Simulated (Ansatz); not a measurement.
## Electronic structure of C₂H₂P (SMILES C=C=[P]) (doublet) in real space

The calculation's input:

```
crystal:
  periodic: [false, false, false]
  atoms:
    - {symbol: C, position_ang: [-2.955883, 2.132119, 0.908449]}
    - {symbol: C, position_ang: [-2.786499, 0.810692, 0.734477]}
    - {symbol: P, position_ang: [-2.585453, -0.757108, 0.528021]}
    - {symbol: H, position_ang: [-3.949923, 2.558451, 1.084620]}
    - {symbol: H, position_ang: [-2.104906, 2.821968, 0.879235]}
basis:
  gaussian: {orbitals: def2-TZVPD}
magnetization: {spin_polarized: true, initial_magnetization: 1}
hamiltonian: {xc: pbe0}
output: {forces: true, orbitals: {seedname: orbitals}}
```

Run with:

```sh
ansatz run input.yaml --threads 1 --pin off --max-ram 2610MiB --events-out events.jsonl --progress --plain --runs-dir runs
```

Geometry: PBE0-D3(BJ)/def2-SVP.

Theory: Ansatz, isolated molecule in a Gaussian basis; Kohn-Sham density functional theory, functional PBE0.

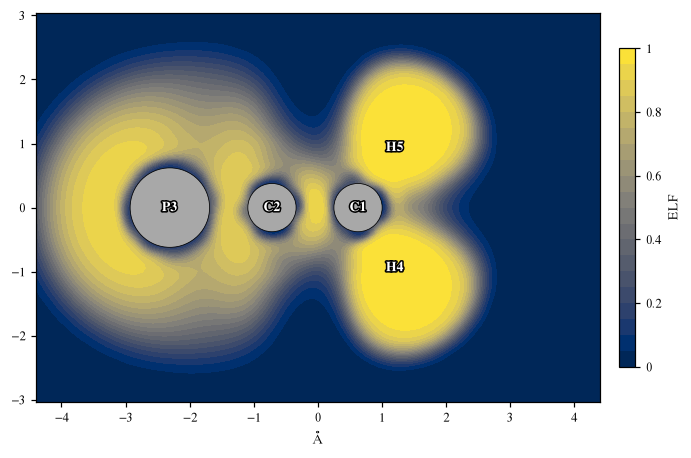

Figure 1. Electron localisation function on the molecular plane. Grey discs cover the atomic cores.

Interpret the plot.

Answer.
- Atoms in the plane: C, P and H.
- C–C (1.34 Å): the ELF peaks at about 0.95 between the atoms; a multiple bond.
- C–P (1.59 Å): the ELF peaks at about 0.90 between the atoms: a covalent bond.
- C–H (1.10 Å): the ELF climbs to about 1 towards the hydrogen, as it does in any bond to H; a covalent bond by its length.
- The ELF also peaks beside P3, away from the bonds: non-bonding electrons, paired or unpaired.

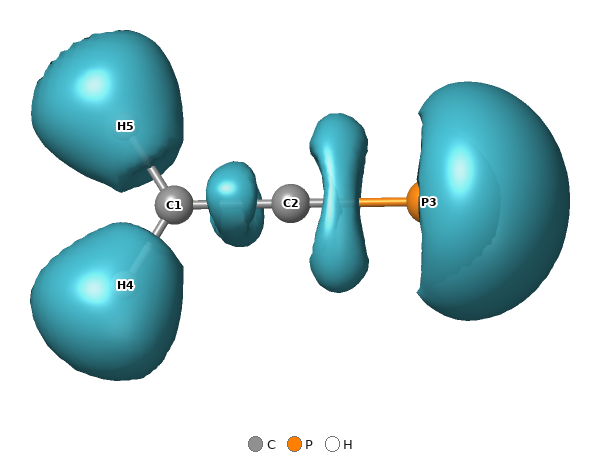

Figure 2. Isosurface of the electron localisation function at 0.8 (cyan), seen at a tilt. Core shells and regions of very low density are left out.

Where are the electrons localised?

Answer. The surface consists of one region between bonded C–C atoms (shared pairs), one region between bonded C–P atoms (shared pairs), two regions around hydrogen nuclei and one lobe on P, pointing away from the bonds (non-bonding electrons).

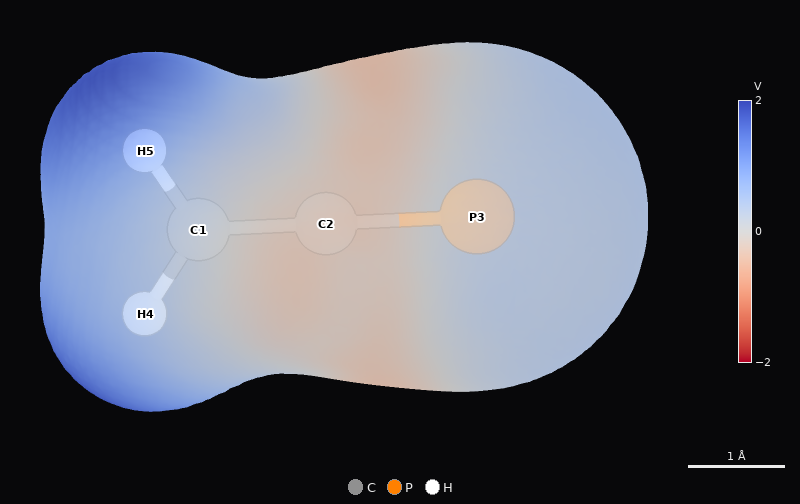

Figure 3. The molecular electrostatic potential painted on the density surface at 0.004 e/bohr³, seen at a tilt; red is negative and blue positive.

Describe the electrostatic potential map.

Answer. The most negative region (about −0.4 V, or −9 kcal/mol for a unit charge) lies over C2 and P3, the most positive (about +1.9 V, or +44 kcal/mol for a unit charge) over H4 and H5.

How polar is the molecule by this calculation?

Answer. Its dipole moment is 1.24 D.
